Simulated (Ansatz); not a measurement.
# B2O: a trial structure relaxed

Where does this trial cell of B2O go when cell and atoms are let free?

Computed with Ansatz 0.2.0 (DFT PBE, scalar-relativistic, plane waves, PAW, unless a step's input says otherwise).

### Step 1. The system as given

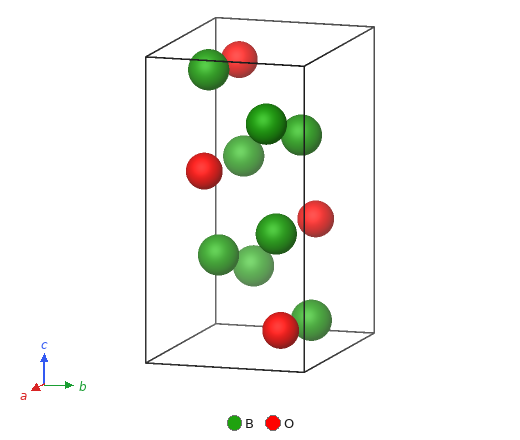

The starting structure, seen slightly off an axis (boron green, oxygen red).

Structure file:

```
CELL_PARAMETERS angstrom
4.81953 0.00000 0.00000
0.00000 3.53906 0.00000
0.00000 0.00000 6.61573
ATOMIC_POSITIONS crystal
B 0.16700 0.25000 0.57700
B 0.33300 0.75000 0.07700
B 0.66700 0.25000 0.92300
B 0.83300 0.75000 0.42300
B 0.02600 0.25000 0.20000
B 0.47400 0.75000 0.70000
B 0.52600 0.25000 0.30000
B 0.97400 0.75000 0.80000
O 0.73000 0.25000 0.60000
O 0.77000 0.75000 0.10000
O 0.23000 0.25000 0.90000
O 0.27000 0.75000 0.40000
```

Recipe of the guess: species swapped into a database cell of BRh2 (Pnma, No. 62), with O on the B sites and B on the Rh sites. Its size is a rough estimate.

### Step 2. A first look at the guess

input.yaml reads:

```yaml
crystal:
  lattice:
    - [4.81952552, 0.0, 0.0]
    - [0.0, 3.53906114, 0.0]
    - [0.0, 0.0, 6.61573241]
  atoms:
    - { symbol: B, position: [0.167, 0.25, 0.57700002] }
    - { symbol: B, position: [0.333, 0.75, 0.07700002] }
    - { symbol: B, position: [0.667, 0.25, 0.92299998] }
    - { symbol: B, position: [0.833, 0.75, 0.42299998] }
    - { symbol: B, position: [0.026, 0.25, 0.2] }
    - { symbol: B, position: [0.474, 0.75, 0.7] }
    - { symbol: B, position: [0.526, 0.25, 0.3] }
    - { symbol: B, position: [0.974, 0.75, 0.8] }
    - { symbol: O, position: [0.73000002, 0.25, 0.60000002] }
    - { symbol: O, position: [0.76999998, 0.75, 0.10000002] }
    - { symbol: O, position: [0.23000002, 0.25, 0.89999998] }
    - { symbol: O, position: [0.26999998, 0.75, 0.39999998] }
basis:
  ecutwfc: 420
kpoints:
  mp_grid: { grid: [4, 6, 4] }
hamiltonian:
  xc: pbe
scf:
  occupations: { method: gaussian, width: 0.1 }
  lower_state_search: "off"
output:
  forces: true
  stress: true
  eigenvalues: true
```

The run is started by

```console
$ ansatz run input.yaml --threads 1 --pin off --max-ram 2560MiB --backend cpu --events-out ev --progress --plain --runs-dir out
```

Standard output, shortened:

```text
[...]
SCF converged after 6 iterations
Free energy (F): -3481.959541 eV
[...]
E sigma→0 (E₀):  -3481.943953 eV
Entropy (-TS):   -0.031177 eV (-2.598 meV/atom)
Fermi energy:    7.030265 eV
[...]
--- Forces (eV/Å), atoms counted from 1 ---
  atom   1  B     -0.48329771     0.00000000     0.56136259
  atom   2  B      0.48329771     0.00000000     0.56136259
  atom   3  B     -0.48329771     0.00000000    -0.56136259
  atom   4  B      0.48329771     0.00000000    -0.56136259
  atom   5  B      0.04212389    -0.00000000    -0.34614879
  atom   6  B     -0.04212389    -0.00000000    -0.34614879
  atom   7  B      0.04212389     0.00000000     0.34614879
  atom   8  B     -0.04212389    -0.00000000     0.34614879
[...]
--- Stress (GPa, compression-positive) ---
      -26.299261       0.000000       0.000000
        0.000000     -10.602904       0.000000
        0.000000       0.000000      -8.724837
  P = ⅓ Tr σ = -15.2090 GPa (-152.090 kbar)
--- Band table (eV; the first three rows and the last of 36) ---
[...]
```

Wall time 3.5 s (1 thread of INTEL XEON PLATINUM 8581C at 2.10GHz (Emerald Rapids), shared host); peak memory 0.46 GiB.

From the probe: pressure -15.2 GPa, largest force 0.74 eV/Å, gap on this mesh none (metal). A cheap, loose relaxation comes first.

### Step 3. Spin check on a coarse mesh

input.yaml: that of step 2 with these lines changed.

```diff
@@ -14,6 +14,6 @@
     - { symbol: B, position: [0.974, 0.75, 0.8] }
-    - { symbol: O, position: [0.73000002, 0.25, 0.60000002] }
-    - { symbol: O, position: [0.76999998, 0.75, 0.10000002] }
-    - { symbol: O, position: [0.23000002, 0.25, 0.89999998] }
-    - { symbol: O, position: [0.26999998, 0.75, 0.39999998] }
+    - { symbol: O, position: [0.73000002, 0.25, 0.60000002], spin: 1.0 }
+    - { symbol: O, position: [0.76999998, 0.75, 0.10000002], spin: 1.0 }
+    - { symbol: O, position: [0.23000002, 0.25, 0.89999998], spin: 1.0 }
+    - { symbol: O, position: [0.26999998, 0.75, 0.39999998], spin: 1.0 }
 basis:
@@ -31 +31,4 @@
   eigenvalues: true
+  populations: true
+magnetization:
+  spin_polarized: true
```

The run is started by

```console
$ ansatz run input.yaml --threads 1 --pin off --max-ram 2560MiB --backend cpu --events-out ev --progress --plain --runs-dir out
```

Standard output, shortened:

```text
[...]
SCF converged after 17 iterations
Magnetization: -0.0000 μB (24.0000 up, 24.0000 down)
Absolute magnetization: 0.0000 μB (∫|ρ↑−ρ↓|, with the PAW one-centre terms)
Spin contamination: 0.0000 ħ² per cell (⟨S²⟩ above its minimum at these occupations)
[...]
Free energy (F): -3481.959541 eV
[...]
E sigma→0 (E₀):  -3481.943952 eV
Entropy (-TS):   -0.031178 eV (-2.598 meV/atom)
Fermi energy:    7.030281 eV
[...]
  site symbol       q [e]    m [muB]
     0      B      2.7905    -0.0000
     1      B      2.7905    -0.0000
     2      B      2.7905    -0.0000
     3      B      2.7905    -0.0000
     4      B      2.8654    -0.0000
     5      B      2.8654    -0.0000
     6      B      2.8654    -0.0000
     7      B      2.8654    -0.0000
     8      O      6.2917    -0.0000
     9      O      6.2917    -0.0000
    10      O      6.2917    -0.0000
    11      O      6.2917    -0.0000
  spilling = 0.004371 (of n_electrons = 48.000000)
```

Run time: 16 s. Hardware: 1 thread of INTEL XEON PLATINUM 8581C at 2.10GHz (Emerald Rapids), shared host; peak memory 0.55 GiB.

By site:

```csv
atom,Löwdin electrons
B1,2.79
B2,2.79
B3,2.79
B4,2.79
B5,2.87
B6,2.87
B7,2.87
B8,2.87
O9,6.29
O10,6.29
O11,6.29
O12,6.29
```

The Löwdin counts miss 0.21 of the 48 electrons, which the atomic orbitals do not span, so they are no charges.

The same cell is solved with trial moments on O. The largest site moment that stays is 0.00 μB and the cell's total 0.00 μB. The workflow keeps spin only above 0.25 μB on a site, so the next run goes without spin.

### Step 4. A loose first relaxation

input.yaml: that of step 3 with these lines changed.

```diff
@@ -14,6 +14,6 @@
     - { symbol: B, position: [0.974, 0.75, 0.8] }
-    - { symbol: O, position: [0.73000002, 0.25, 0.60000002], spin: 1.0 }
-    - { symbol: O, position: [0.76999998, 0.75, 0.10000002], spin: 1.0 }
-    - { symbol: O, position: [0.23000002, 0.25, 0.89999998], spin: 1.0 }
-    - { symbol: O, position: [0.26999998, 0.75, 0.39999998], spin: 1.0 }
+    - { symbol: O, position: [0.73000002, 0.25, 0.60000002] }
+    - { symbol: O, position: [0.76999998, 0.75, 0.10000002] }
+    - { symbol: O, position: [0.23000002, 0.25, 0.89999998] }
+    - { symbol: O, position: [0.26999998, 0.75, 0.39999998] }
 basis:
@@ -31,4 +31,6 @@
   eigenvalues: true
-  populations: true
-magnetization:
-  spin_polarized: true
+relax:
+  adjacent_minimum: "off"
+  f_tol: 0.04
+  max_steps: 70
+  cell: { stress_tol: 0.4 }
```

The run is started by

```console
$ ansatz run input.yaml --threads 1 --pin off --max-ram 2560MiB --backend cpu --events-out ev --progress --plain --runs-dir out
```

Standard output:

```text
Warning: RAYON_NUM_THREADS=1 ignored (pool sized by the plan → 1); use --threads N
Engine: ansatz 0.2.0, x86_64-unknown-linux-gnu
Pseudopotentials: kind: paw
Pseudopotential: B, paw, valence charge 3, recommended cutoff 420 eV (normal), B.paw.azcp
Pseudopotential: O, paw, valence charge 6, recommended cutoff 420 eV (normal), O.paw.azcp
Functional definition: PBE
  parameter kappa = 0.804
  parameter beta = 0.06672455060314922
  exchange = pbe_x(kappa = kappa, mu = beta*pi^2/3)
  correlation = pbe_c(beta = beta)
Crystal: 12 atoms, lattice volume = 112.842 Å³
Basis set: ecut = 420 eV, 2197 PW (Γ), exchange–correlation on 72×48×90 points (8 copies of the dense FFT grid, shifted against one another)
Bands: 36, of which v1, the nominal top of the filled ones, is band 24 counted from 1 (23 counted from 0)
Symmetry: 8 space group operations
Space group: Pnma (ITA 62), of the structure as read, at distance tolerance 4.8e-5 Å
k-points: 36 of 96
Non-local potential: B, projectors of the file, l = 0: 2, l = 1: 2, l = 2: 1
Non-local potential: O, projectors of the file, l = 0: 2, l = 1: 2, l = 2: 1
PAW form: soft (Blöchl's): semilocal exchange-correlation on the pseudo side does not see the compensation charge
PAW one-centre angular grid: B, 110 points (default); XC on 64 Gauss nodes
PAW one-centre angular grid: O, 110 points (default); XC on 64 Gauss nodes
Initial density: superposition of atomic densities (neutral atoms: chi_scale 0, normalization atom), corrected by the library's trained network
Initial wavefunctions: pseudopotential atomic-orbital guess
Functional: x = pbe(κ = 0.804, μ = 0.2195149727645171), c = pbe(β = 0.06672455060314922)
SCF iter   1: F=—  HF=-3481.969644 eV  |F-HF|=—  |Δ(HF+E_count)|=         —  Δρ=6.62e-3  dr2=4.02e-2  ethr=1.77e-3  ⟨swp⟩=4.0  Hψ=4809  notcnv=0
preconditioner: auto → Kerker (q_TF=auto, 2.366 Å⁻¹)  [metal: Δε(μ)=0.072 eV  Ē_g=9.233 eV  σ=0.100 eV  W_gap=0.36  n_scr=24 (ndim 8)  ℏωp=24.2 eV  f_vac=0.000  D(μ)=6.35/eV (n_scr^D=60)]
SCF iter   2: F=—  HF=-3481.962065 eV  |F-HF|=—  |Δ(HF+E_count)|=   7.58e-3  Δρ=3.74e-3  dr2=1.26e-2  ethr=8.38e-5  ⟨swp⟩=1.0  Hψ=1584  notcnv=0
SCF iter   3: F=—  HF=-3481.959543 eV  |F-HF|=—  |Δ(HF+E_count)|=   2.52e-3  Δρ=5.13e-4  dr2=2.21e-4  ethr=2.63e-5  ⟨swp⟩=2.7  Hψ=1826  notcnv=0
SCF iter   4: F=—  HF=-3481.959541 eV  |F-HF|=—  |Δ(HF+E_count)|=   2.17e-6  Δρ=1.53e-4  dr2=1.99e-5  ethr=4.61e-7  ⟨swp⟩=2.1  Hψ=1834  notcnv=0
SCF iter   5: F=—  HF=-3481.959541 eV  |F-HF|=—  |Δ(HF+E_count)|=   6.06e-7  Δρ=2.51e-5  dr2=6.08e-7  ethr=4.14e-8  ⟨swp⟩=2.0  Hψ=1869  notcnv=0
SCF iter   6: F=-3481.959541 eV  HF=-3481.959541 eV  |F-HF|=3.27e-9  |Δ(HF+E_count)|=  4.59e-10  Δρ=3.41e-6  dr2=1.14e-8  ethr=2.08e-10  ⟨swp⟩=7.1  Hψ=4421  notcnv=0
SCF 1 converged in 6 iterations: F = -3481.959541 eV  dr2 = 1.14e-8
relax step   1: F+E_penalty+E_count = -3481.95954125 eV  Δ(F+E_penalty+E_count) = +0.000e0 eV  max|allowed force component| = 6.319e-1 eV/Å  Δτ_max = 0.0000 Å  P = -15.209 GPa  Ω = 112.842 Å³  (6 SCF iters, dr2 threshold 1.00e-7 eV, accepted)
[... from here on, the SCF cycles and remarks between the steps are left out, and one step in 2 is shown ...]
relax step   2: F+E_penalty+E_count = -3483.37622013 eV  Δ(F+E_penalty+E_count) = -1.417e0 eV  max|allowed force component| = 8.943e-1 eV/Å  Δτ_max = 0.0478 Å  P = -12.920 GPa  Ω = 104.830 Å³  energy of the carried Pulay correction = +2.724e-2 eV  (6 SCF iters, dr2 threshold 1.20e-6 eV, accepted)
relax step   4: F+E_penalty+E_count = -3487.93825651 eV  Δ(F+E_penalty+E_count) = -2.695e0 eV  max|allowed force component| = 2.385e0 eV/Å  Δτ_max = 0.0627 Å  P = -10.242 GPa  Ω = 94.489 Å³  energy of the carried Pulay correction = +6.552e-2 eV  (6 SCF iters, dr2 threshold 1.20e-6 eV, accepted)
relax step   6: F+E_penalty+E_count = -3496.38380158 eV  Δ(F+E_penalty+E_count) = -4.486e0 eV  max|allowed force component| = 3.589e0 eV/Å  Δτ_max = 0.0993 Å  P = -0.117 GPa  Ω = 86.047 Å³  energy of the carried Pulay correction = +9.974e-2 eV  (6 SCF iters, dr2 threshold 1.20e-6 eV, accepted)
relax step   8: F+E_penalty+E_count = -3505.31941493 eV  Δ(F+E_penalty+E_count) = -3.226e0 eV  max|allowed force component| = 2.377e0 eV/Å  Δτ_max = 0.1955 Å  P = -2.368 GPa  Ω = 81.677 Å³  energy of the carried Pulay correction = +1.186e-1 eV  (6 SCF iters, dr2 threshold 1.20e-6 eV, accepted)
relax step  10: F+E_penalty+E_count = -3510.81584926 eV  Δ(F+E_penalty+E_count) = -2.749e0 eV  max|allowed force component| = 2.732e0 eV/Å  Δτ_max = 0.1953 Å  P = +5.060 GPa  Ω = 81.039 Å³  energy of the carried Pulay correction = +1.214e-1 eV  (6 SCF iters, dr2 threshold 1.20e-6 eV, accepted)
relax step  12: F+E_penalty+E_count = -3513.96379001 eV  Δ(F+E_penalty+E_count) = -1.269e0 eV  max|allowed force component| = 1.665e0 eV/Å  Δτ_max = 0.1980 Å  P = -1.106 GPa  Ω = 84.956 Å³  energy of the carried Pulay correction = +1.044e-1 eV  (6 SCF iters, dr2 threshold 1.20e-6 eV, accepted)
relax step  14: F+E_penalty+E_count = -3515.47108906 eV  Δ(F+E_penalty+E_count) = -5.441e-1 eV  max|allowed force component| = 4.524e-1 eV/Å  Δτ_max = 0.1976 Å  P = -0.637 GPa  Ω = 85.870 Å³  energy of the carried Pulay correction = +1.005e-1 eV  (6 SCF iters, dr2 threshold 1.20e-6 eV, accepted)
relax step  16: F+E_penalty+E_count = -3515.61754019 eV  Δ(F+E_penalty+E_count) = -3.250e-2 eV  max|allowed force component| = 5.193e-2 eV/Å  Δτ_max = 0.0306 Å  P = +3.735 GPa  Ω = 86.960 Å³  energy of the carried Pulay correction = +9.590e-2 eV  (6 SCF iters, dr2 threshold 1.20e-6 eV, accepted)
relax step  18: F+E_penalty+E_count = -3515.71890614 eV  Δ(F+E_penalty+E_count) = -8.102e-2 eV  max|allowed force component| = 4.846e-1 eV/Å  Δτ_max = 0.0365 Å  P = +1.493 GPa  Ω = 91.349 Å³  energy of the carried Pulay correction = +7.792e-2 eV  (6 SCF iters, dr2 threshold 1.20e-6 eV, accepted)
relax step  20: F+E_penalty+E_count = -3515.75614087 eV  Δ(F+E_penalty+E_count) = -2.655e-2 eV  max|allowed force component| = 3.484e-1 eV/Å  Δτ_max = 0.0463 Å  P = -1.656 GPa  Ω = 91.740 Å³  energy of the carried Pulay correction = +7.635e-2 eV  (6 SCF iters, dr2 threshold 1.20e-6 eV, accepted)
relax step  22: F+E_penalty+E_count = -3515.79248251 eV  Δ(F+E_penalty+E_count) = -3.634e-2 eV  max|allowed force component| = 1.704e-2 eV/Å  Δτ_max = 0.0527 Å  P = +0.307 GPa  Ω = 91.980 Å³  energy of the carried Pulay correction = +7.540e-2 eV  (8 SCF iters, accepted)
relax step  24: F+E_penalty+E_count = -3515.79314201 eV  Δ(F+E_penalty+E_count) = -6.595e-4 eV  max|allowed force component| = 1.288e-2 eV/Å  Δτ_max = 0.0095 Å  P = -0.011 GPa  Ω = 92.567 Å³  energy of the carried Pulay correction = +7.306e-2 eV  (7 SCF iters, accepted)
relax step  26: F+E_penalty+E_count = -3516.05496384 eV  Δ(F+E_penalty+E_count) = -3.573e-2 eV  max|allowed force component| = 2.754e-2 eV/Å  Δτ_max = 0.0040 Å  P = +1.738 GPa  Ω = 93.346 Å³  energy of the carried Pulay correction = -3.333e-3 eV  (5 SCF iters, dr2 threshold 1.20e-6 eV, accepted)
relax step  28: F+E_penalty+E_count = -3516.16316255 eV  Δ(F+E_penalty+E_count) = -6.938e-2 eV  max|allowed force component| = 9.001e-2 eV/Å  Δτ_max = 0.0210 Å  P = +1.029 GPa  Ω = 95.792 Å³  energy of the carried Pulay correction = -1.463e-2 eV  (6 SCF iters, dr2 threshold 1.20e-6 eV, accepted)
relax step  30: F+E_penalty+E_count = -3516.25947173 eV  Δ(F+E_penalty+E_count) = -2.688e-2 eV  max|allowed force component| = 2.692e-1 eV/Å  Δτ_max = 0.1041 Å  P = -0.647 GPa  Ω = 100.664 Å³  energy of the carried Pulay correction = -3.611e-2 eV  (6 SCF iters, dr2 threshold 1.20e-6 eV, accepted)
relax step  32: F+E_penalty+E_count = -3516.27660313 eV  Δ(F+E_penalty+E_count) = -8.964e-3 eV  max|allowed force component| = 1.388e-1 eV/Å  Δτ_max = 0.0795 Å  P = -1.525 GPa  Ω = 99.846 Å³  energy of the carried Pulay correction = -3.247e-2 eV  (6 SCF iters, dr2 threshold 1.20e-6 eV, accepted)
relax step  34: F+E_penalty+E_count = -3516.28901116 eV  Δ(F+E_penalty+E_count) = -3.293e-3 eV  max|allowed force component| = 5.318e-3 eV/Å  Δτ_max = 0.0185 Å  P = +0.194 GPa  Ω = 99.426 Å³  energy of the carried Pulay correction = -3.069e-2 eV  (5 SCF iters, dr2 threshold 1.20e-6 eV, accepted)
relax step  36: F+E_penalty+E_count = -3516.40712057 eV  Δ(F+E_penalty+E_count) = -1.182e-1 eV  max|allowed force component| = 6.956e-3 eV/Å  Δτ_max = 0.0000 Å  P = +1.384 GPa  Ω = 99.619 Å³  stress off target by 3.27e0 GPa  SCF on the basis re-selected at this cell (its energy is not comparable with the rows above)  (6 SCF iters)
relax step  38: F+E_penalty+E_count = -3516.41740543 eV  Δ(F+E_penalty+E_count) = +1.079e-2 eV  max|allowed force component| = 2.650e-1 eV/Å  Δτ_max = 0.0180 Å  P = -1.515 GPa  Ω = 103.040 Å³  energy of the carried Pulay correction = -1.597e-2 eV  (5 SCF iters, dr2 threshold 1.20e-6 eV, rejected (line search))
relax step  40: F+E_penalty+E_count = -3516.42689469 eV  Δ(F+E_penalty+E_count) = +1.328e-3 eV  max|allowed force component| = 8.321e-3 eV/Å  Δτ_max = 0.0119 Å  P = -0.010 GPa  Ω = 102.779 Å³  energy of the carried Pulay correction = -1.520e-2 eV  (5 SCF iters, dr2 threshold 4.50e-7 eV, accepted)
relax step  41: F+E_penalty+E_count = -3516.44514531 eV  Δ(F+E_penalty+E_count) = -1.825e-2 eV  max|allowed force component| = 8.068e-3 eV/Å  Δτ_max = 0.0000 Å  P = +0.046 GPa  Ω = 102.779 Å³  stress off target by 2.82e-1 GPa  SCF on the basis re-selected at this cell (its energy is not comparable with the rows above)  (5 SCF iters)
[... 1 line left out ...]
SCF converged after 5 iterations
Free energy (F): -3516.445145 eV
Harris-Foulkes:  -3516.445145 eV  (|F-HF|=3.03e-10)
Internal energy: -3516.436132 eV  (E = F + TS)
E sigma→0 (E₀):  -3516.440638 eV
Entropy (-TS):   -0.009014 eV (-0.751 meV/atom)
Fermi energy:    6.961328 eV
--- Per-component energies (eV) ---
  E_band       = -88.929863
  E_kinetic    = 1077.420571
  E_local      = -1866.567414  (includes V_loc(G=0)·N_el)
  E_nonlocal   = 293.904755
  E_hartree    = 621.821081
  E_xc         = -541.424654
  E_vxc        = -667.433984  (∫ρ·V_xc dr)
  E_paw        = -1265.965390  (= ΣΔE_a)
  E_vpaw       = -169.906894  (= ΣTr[D̂ρ^β])
  E_aug_tail   = 0.010308  (compensation charges beyond the density's cutoff)
  E_ewald      = -1835.635388
  E_smearing   = -0.009014  (= −TS)
  E_closure    = -0.000000  (closes the sum)
  Σ components = -3516.445145   (vs F -3516.445145, Δ=0.00e0)
--- Forces (eV/Å), atoms counted from 1 ---
  atom   1  B      0.00327364     0.00000000    -0.00806765
  atom   2  B     -0.00327364     0.00000000    -0.00806765
  atom   3  B      0.00327364     0.00000000     0.00806765
  atom   4  B     -0.00327364     0.00000000     0.00806765
  atom   5  B      0.00325182     0.00000000    -0.00804223
  atom   6  B     -0.00325182     0.00000000    -0.00804223
  atom   7  B      0.00325182     0.00000000     0.00804223
  atom   8  B     -0.00325182     0.00000000     0.00804223
  atom   9  O     -0.00644013    -0.00000000     0.00010413
  atom  10  O      0.00644013    -0.00000000     0.00010413
  atom  11  O     -0.00644013    -0.00000000    -0.00010413
  atom  12  O      0.00644013    -0.00000000    -0.00010413
  max |Σ_I F_I| component: 8.67e-19 eV/Å
--- Stress (GPa, compression-positive) ---
       -0.053517       0.000000       0.000000
        0.000000       0.281822       0.000000
        0.000000       0.000000      -0.090721
  P = ⅓ Tr σ = 0.0459 GPa (0.459 kbar)
--- Band table (eV; the first three rows and the last of 36) ---
[... 4 lines left out ...]
--- Relaxed structure (38 steps of the walk, 35 accepted, 3 SCFs on fresh bases) ---
  F+E_penalty+E_count = -3516.44514531 eV   max|allowed force component| = 8.068e-3 eV/Å   (the final SCF, on the basis selected at the relaxed cell)
  cell:  # Å, volume = 102.7794 Å³
    - [2.963574170990955, 0.0, 0.0]
    - [0.0, 4.774973789629326, 0.0]
    - [0.0, 0.0, 7.263052771919636]
  atoms:
    - { symbol: B, position: [-0.25112266188519794, 0.24999999999999997, 0.6853991110086013] }
    - { symbol: B, position: [0.7511226618851977, 0.75, 0.185399111008601] }
    - { symbol: B, position: [0.24887733811480212, 0.24999999999999997, 0.8146008889913985] }
    - { symbol: B, position: [1.2511226618851976, 0.75, 0.3146008889913986] }
    - { symbol: B, position: [0.2488792842650831, 0.24999999999999997, 0.18539936108227778] }
    - { symbol: B, position: [0.25112071573491707, 0.75, 0.6853993610822778] }
    - { symbol: B, position: [0.7488792842650831, 0.24999999999999997, 0.31460063891772216] }
    - { symbol: B, position: [0.7511207157349167, 0.75, 0.814600638917722] }
    - { symbol: O, position: [0.7497401523422657, 0.24999999999999997, 0.49999972227959255] }
    - { symbol: O, position: [0.7502598476577342, 0.75, -2.7772040735526184e-7] }
    - { symbol: O, position: [0.24974015234226557, 0.24999999999999997, 1.0000002777204071] }
    - { symbol: O, position: [0.2502598476577344, 0.75, 0.5000002777204073] }
```

Wall time 2.7 min (1 thread of INTEL XEON PLATINUM 8581C at 2.10GHz (Emerald Rapids), shared host); peak memory 0.48 GiB.

Relaxation path:

| step | E - E(step 1) (eV/cell) | largest force component (eV/Å) | pressure (GPa) | volume (Å³) |
| --- | --- | --- | --- | --- |
| 1 | 0.0000 | 0.6319 | -15.21 | 112.84 |
| 2 | -1.4167 | 0.8943 | -12.92 | 104.83 |
| 3 | -3.2833 | 1.2265 | -11.75 | 99.63 |
| 4 | -5.9787 | 2.3847 | -10.24 | 94.49 |
| 5 | -9.9383 | 3.2231 | -7.25 | 90.05 |
| 6 | -14.4243 | 3.5890 | -0.12 | 86.05 |
| 7 | -20.1343 | 3.2984 | 4.81 | 83.18 |
| 8 | -23.3599 | 2.3765 | -2.37 | 81.68 |
| 9 | -26.1069 | 2.5454 | -0.90 | 81.03 |
| 10 | -28.8563 | 2.7320 | 5.06 | 81.04 |
| 11 | -30.7351 | 2.4288 | 3.86 | 82.76 |
| 12 | -32.0042 | 1.6649 | -1.11 | 84.96 |
| 13 | -32.9674 | 1.0674 | -0.85 | 85.32 |
| 14 | -33.5115 | 0.4524 | -0.64 | 85.87 |
| 15 | -33.6255 | 0.1545 | -1.25 | 88.26 |
| 16 | -33.6580 | 0.0519 | 3.74 | 86.96 |
| 17 | -33.6783 | 0.2817 | 8.07 | 87.48 |
| 18 | -33.7594 | 0.4846 | 1.49 | 91.35 |
| 19 | -33.7701 | 0.4945 | -0.01 | 91.21 |
| 20 | -33.7966 | 0.3484 | -1.66 | 91.74 |
| 21 | -33.7961 | 0.5580 | 2.90 | 91.62 |
| 22 | -33.8329 | 0.0170 | 0.31 | 91.98 |
| 23 | -33.8281 | 0.0321 | -0.42 | 93.07 |
| 24 | -33.8336 | 0.0129 | -0.01 | 92.57 |
| 25 | -34.0597 | 0.0232 | 2.49 | 92.57 |
| 26 | -34.0954 | 0.0275 | 1.74 | 93.35 |
| 27 | -34.1342 | 0.0577 | 1.35 | 94.43 |
| 28 | -34.2036 | 0.0900 | 1.03 | 95.79 |
| 29 | -34.2730 | 0.0937 | 0.63 | 97.69 |
| 30 | -34.2999 | 0.2692 | -0.65 | 100.66 |
| 31 | -34.3081 | 0.1631 | 1.35 | 99.16 |
| 32 | -34.3171 | 0.1388 | -1.53 | 99.85 |
| 33 | -34.3262 | 0.1376 | 0.73 | 99.17 |
| 34 | -34.3295 | 0.0053 | 0.19 | 99.43 |
| 35 | -34.3294 | 0.0050 | 0.00 | 99.62 |
| 36 | -34.4476 | 0.0070 | 1.38 | 99.62 |
| 37 | -34.4687 | 0.0390 | 1.06 | 101.66 |
| 38 | -34.4579 | 0.2650 | -1.52 | 103.04 |
| 39 | -34.4687 | 0.0148 | 0.11 | 102.38 |
| 40 | -34.4674 | 0.0083 | -0.01 | 102.78 |
| 41 | -34.4856 | 0.0081 | 0.05 | 102.78 |

Step 1 is the start. Steps 25, 36, 41 each repeat the geometry before them on a plane-wave basis chosen anew, so the energy can jump there without any move. Steps 21, 23, 38 were tried and not accepted.

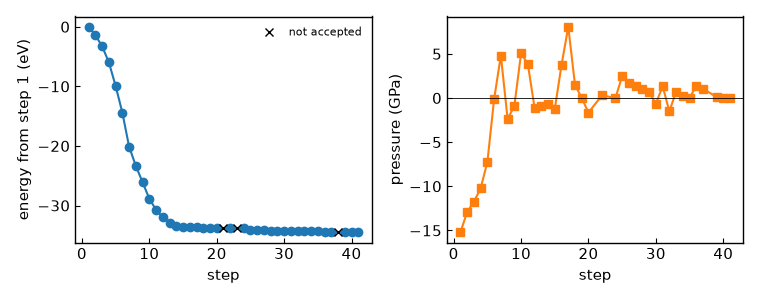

Energy and pressure along the relaxation.

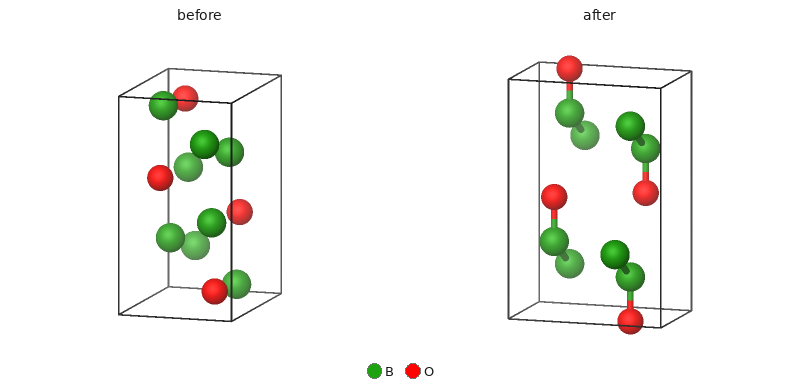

The structure before (left) and after (right) the relaxation, drawn at the same scale.

|  | before | after | change |
| --- | --- | --- | --- |
| a (Å) | 4.820 | 2.964 | -38.5 % |
| b (Å) | 3.539 | 4.775 | +34.9 % |
| c (Å) | 6.616 | 7.263 | +9.8 % |
| volume (Å³/atom) | 9.40 | 8.56 | -8.9 % |
| shortest distance (Å) | 2.112 | 1.347 | -36.2 % |
| space group (0.01 Å) | Pnma | Fmmm | changed |

(Part 1 of 2 ends here.)
